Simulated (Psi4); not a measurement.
# UCCSD/DZVP (dipole perturbation λ (added as +λ·μ, a field of −λ) (0, 0.002, 0) a.u.) run of CH3ClSi (SMILES [SiH3][C]Cl)

What is the electrostatic solvation energy at fixed shape (C-PCM, n-heptane) of CH3ClSi at UCCSD/DZVP (dipole perturbation λ (added as +λ·μ, a field of −λ) (0, 0.002, 0) a.u.)? 

Program for the calculation: Psi4 1.11.

1 further run of the same task is left out (set aside as unsound or not needed).

## (1) Starting point

The species is CH3ClSi (6 atoms), meant as a triplet with charge 0. As SMILES, `[SiH3][C]Cl`. The coordinates come from a GFN2-xTB relaxation.

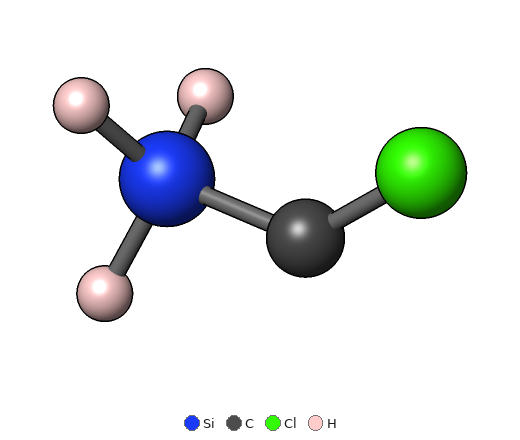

Viewed from a chosen angle; silicon blue, carbon dark grey, chlorine green, hydrogen pink.

## (2) The energy in a field at UCCSD/DZVP (dipole perturbation λ (added as +λ·μ, a field of −λ) (0, 0.002, 0) a.u.)

calc.in reads:

```
memory 1.6 GB

molecule mol {
  0 3
  Si    -0.20783208     1.01988519    -0.43087645
  C     -0.64190217    -2.14869419     0.93110586
  Cl     1.23761943    -4.41687577     1.85735512
  H      1.12981056     0.90776774    -2.86304846
  H     -2.77224712     1.97440475    -0.76035020
  H      1.25453248     2.66351228     1.26581415
  units au
  symmetry c1
  no_reorient
  no_com
}

set basis DZVP
set reference uhf
set freeze_core true
set scf_type pk
set perturb_h true
set perturb_with dipole
set perturb_dipole [0.0, 0.002, 0.0]

energy('ccsd')
```

On the command line:

```console
$ psi4 -i calc.in -o calc.out -n 1
```

calc.out:

```text
[...]
  Running in c1 symmetry.
[...]
  Nuclear repulsion =  122.508866968631821
[...]
  Multiplicity = 3
[...]
  Nalpha       = 21
  Nbeta        = 19
[...]
    Number of basis functions: 56
[...]
   @UHF iter   1:  -787.73893691058765   -4.60402e-01   4.21006e-03 ADIIS/DIIS
[...]
   @UHF iter  14:  -787.82142733320813   -3.63798e-12   6.52543e-09 DIIS
[...]
   @S^2 Observed:                2.022896675E+00
[...]
    Orbital Energies [Eh]
    ---------------------
    Alpha Occupied:
       1A   -104.867217     2A    -68.811212     3A    -11.295657
       4A    -10.578909     5A     -8.058396     6A     -8.057145
       7A     -8.055962     8A     -6.150538     9A     -4.266636
      10A     -4.265781    11A     -4.265550    12A     -1.195009
      13A     -0.892709    14A     -0.720065    15A     -0.576949
      16A     -0.574660    17A     -0.570176    18A     -0.503067
      19A     -0.498322    20A     -0.387788    21A     -0.364022
    Alpha Virtual:
      22A      0.114642    23A      0.154617    24A      0.161058
      25A      0.203888    26A      0.275067    27A      0.311911
[...]
  @UHF Final Energy:  -787.82142733320813
   => Energetics <=
    Nuclear Repulsion Energy =            122.5088669686318212
    One-Electron Energy =               -1331.9777798355785308
    Two-Electron Energy =                 421.6474855337385748
    Total Energy =                       -787.8214273332082485
  UHF NO Occupations:
  HONO-2 :   19  A 1.9938853
  HONO-1 :   20  A 1.0000000
[...]
 Multipole Moments:
 ------------------------------------------------------------------------------------
     Multipole            Electronic (a.u.)      Nuclear  (a.u.)        Total (a.u.)
 ------------------------------------------------------------------------------------
 L = 1.  Multiply by 2.5417464519 to convert [e a0] to [Debye]
 Dipole X            :        -13.8624230           13.8905641            0.0281411
 Dipole Y            :         68.4350709          -68.1549758            0.2800951
 Dipole Z            :        -28.9167478           28.7718174           -0.1449304
 Magnitude           :                                                    0.3166229
[...]
      * MP2 total energy                      = -788.107370982340854
[...]
      * CCSD total energy                     = -788.151302257420639
[...]
```

Run time: 18 s. Hardware: 1 thread of Intel Xeon Platinum 8259CL at 2.50GHz (Skylake/Cascade Lake), shared host; peak memory 0.24 GiB.

## (3) The energy in a field at UCCSD/DZVP (C-PCM n-heptane, dipole perturbation λ (added as +λ·μ, a field of −λ) (0, 0.002, 0) a.u.)

ch3clsi.py reads:

```python
import psi4

psi4.set_memory('1600 MB')
psi4.set_num_threads(1)
psi4.core.set_output_file('output.dat', False)

m = psi4.geometry("""
0 3
Si    -0.20783208     1.01988519    -0.43087645
C     -0.64190217    -2.14869419     0.93110586
Cl     1.23761943    -4.41687577     1.85735512
H      1.12981056     0.90776774    -2.86304846
H     -2.77224712     1.97440475    -0.76035020
H      1.25453248     2.66351228     1.26581415
units au
symmetry c1
no_reorient
no_com
""")

psi4.set_options({
    'basis': 'DZVP',
    'reference': 'uhf',
    'freeze_core': True,
    'scf_type': 'pk',
    'perturb_h': True,
    'perturb_with': 'dipole',
    'perturb_dipole': [0.0, 0.002, 0.0],
    'pcm': True,
})
psi4.pcm_helper("""
  Units = Angstrom
  Medium {
    SolverType = CPCM
    Solvent = C7H16
  }
  Cavity {
    Type = GePol
    RadiiSet = UFF
    Scaling = False
    Area = 0.4
    Mode = Implicit
  }
""")

E = psi4.energy("ccsd", molecule=m)
print(f'ccsd energy: {E:.10f} Eh')
for k, v in sorted(psi4.core.scalar_variables().items()):
    print(f'{k:45s} {v:18.10f}')
```

On the command line:

```console
$ python ch3clsi.py
```

output.dat:

```text
[...]
  Running in c1 symmetry.
[...]
  Nuclear repulsion =  122.508866968631821
[...]
  Multiplicity = 3
[...]
  Nalpha       = 21
  Nbeta        = 19
[...]
    Number of basis functions: 56
[...]
   @UHF iter   1:  -787.74314365749933   -4.63621e-01   4.04248e-03 ADIIS/DIIS
[...]
   @UHF iter  14:  -787.82253635130587   -1.47793e-12   5.98790e-09 DIIS
[...]
   @S^2 Observed:                2.022791026E+00
[...]
    Orbital Energies [Eh]
    ---------------------
    Alpha Occupied:
       1A   -104.865318     2A    -68.807306     3A    -11.292131
       4A    -10.577020     5A     -8.056512     6A     -8.055243
       7A     -8.054076     8A     -6.146188     9A     -4.262308
      10A     -4.261452    11A     -4.261214    12A     -1.192714
      13A     -0.889163    14A     -0.715635    15A     -0.574113
      16A     -0.571690    17A     -0.566455    18A     -0.498389
      19A     -0.493758    20A     -0.385243    21A     -0.361291
    Alpha Virtual:
      22A      0.120109    23A      0.159961    24A      0.166003
      25A      0.206712    26A      0.279144    27A      0.316577
[...]
  @UHF Final Energy:  -787.82253635130587
   => Energetics <=
    Nuclear Repulsion Energy =            122.5088669686318212
    One-Electron Energy =               -1331.9407806167293984
    Two-Electron Energy =                 421.6105243607589728
    PCM Polarization Energy =              -0.0011470639672574
    Total Energy =                       -787.8225363513058710
  UHF NO Occupations:
  HONO-2 :   19  A 1.9938587
[...]
 Multipole Moments:
 ------------------------------------------------------------------------------------
     Multipole            Electronic (a.u.)      Nuclear  (a.u.)        Total (a.u.)
 ------------------------------------------------------------------------------------
 L = 1.  Multiply by 2.5417464519 to convert [e a0] to [Debye]
 Dipole X            :        -13.8616238           13.8905641            0.0289403
 Dipole Y            :         68.4625898          -68.1549758            0.3076140
 Dipole Z            :        -28.9314049           28.7718174           -0.1595875
 Magnitude           :                                                    0.3477529
[...]
      * MP2 total energy                      = -788.108100195748193
[...]
      * CCSD total energy                     = -788.152024780110992
```

On the terminal:

```text
ccsd energy: -788.1520247801 Eh
CC D1 DIAGNOSTIC                                    0.0000000000
CC D2 DIAGNOSTIC                                    0.0000000000
CC NEW D1 DIAGNOSTIC                                0.0000000000
CC T1 DIAGNOSTIC                                    0.0286337878
CCSD CORRELATION ENERGY                            -0.3294884288
CCSD DOUBLES ENERGY                                -0.3294884288
CCSD ITERATIONS                                    16.0000000000
CCSD OPPOSITE-SPIN CORRELATION ENERGY              -0.2584306009
CCSD SAME-SPIN CORRELATION ENERGY                  -0.0710578280
CCSD SINGLES ENERGY                                -0.0000000000
CCSD TOTAL ENERGY                                -788.1520247801
CURRENT CORRELATION ENERGY                         -0.3294884288
CURRENT ENERGY                                   -788.1520247801
CURRENT REFERENCE ENERGY                         -787.8225363513
DD SOLVATION ENERGY                                 0.0000000000
HF KINETIC ENERGY                                 785.1830490573
HF POTENTIAL ENERGY                             -1573.0055854086
HF TOTAL ENERGY                                  -787.8213892873
MP2 CORRELATION ENERGY                             -0.2855638445
MP2 DOUBLES ENERGY                                 -0.2855638445
MP2 OPPOSITE-SPIN CORRELATION ENERGY               -0.2147500040
MP2 SAME-SPIN CORRELATION ENERGY                   -0.0708138404
MP2 SINGLES ENERGY                                 -0.0000000000
MP2 TOTAL ENERGY                                 -788.1081001957
NUCLEAR REPULSION ENERGY                          122.5088669686
ONE-ELECTRON ENERGY                             -1331.9407806167
PCM POLARIZATION ENERGY                            -0.0011470640
PE ENERGY                                           0.0000000000
SCF ITERATION ENERGY                             -787.8225363513
SCF ITERATIONS                                     14.0000000000
SCF TOTAL ENERGY                                 -787.8225363513
TWO-ELECTRON ENERGY                               421.6105243608
```

Run time: 19 s. Hardware: 1 thread of Intel Xeon Platinum 8259CL at 2.50GHz (Skylake/Cascade Lake), shared host; peak memory 0.25 GiB.

## (4) Results

Level: UCCSD/DZVP (dipole perturbation λ (added as +λ·μ, a field of −λ) (0, 0.002, 0) a.u.), 11 core orbitals frozen.

```
                                                      quantity          value
                                       gas phase: total energy  -788.15130 Eh
       gas phase: correlation energy (11 core orbitals frozen)     -329.9 mEh
                  gas phase: ⟨S²⟩ of the reference determinant          2.023
                                      gas phase: T1 diagnostic          0.029
                                C-PCM, n-heptane: total energy  -788.15202 Eh
C-PCM, n-heptane: correlation energy (11 core orbitals frozen)     -329.5 mEh
                  C-PCM, n-heptane: solvent term in the energy    -3.0 kJ/mol
           C-PCM, n-heptane: ⟨S²⟩ of the reference determinant          2.023
                               C-PCM, n-heptane: T1 diagnostic          0.029
              energy change from gas to solvent at fixed shape      -0.020 eV
```

**Reading.** The solvent model (C-PCM, n-heptane) lowers the energy by 0.02 eV (−1.9 kJ/mol) at the same shape. It holds the electrostatic part alone, without cavity or dispersion terms.
